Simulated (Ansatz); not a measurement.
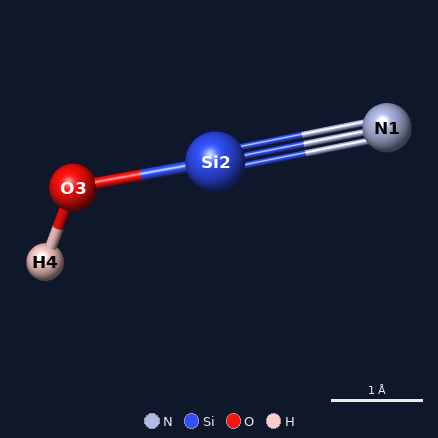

Source: calculation with Ansatz.

The atoms are numbered. Geometry: moved along internal coordinates away from the minimum.

Q: What is the geometry at O3?

A: O3 has 2 neighbours (Si2 at 1.62, H4 at 0.96 Å); the arrangement is bent.

Q: What is the geometry at Si2?

A: Si2 has 2 neighbours (N1 at 1.95, O3 at 1.62 Å); the arrangement is linear.
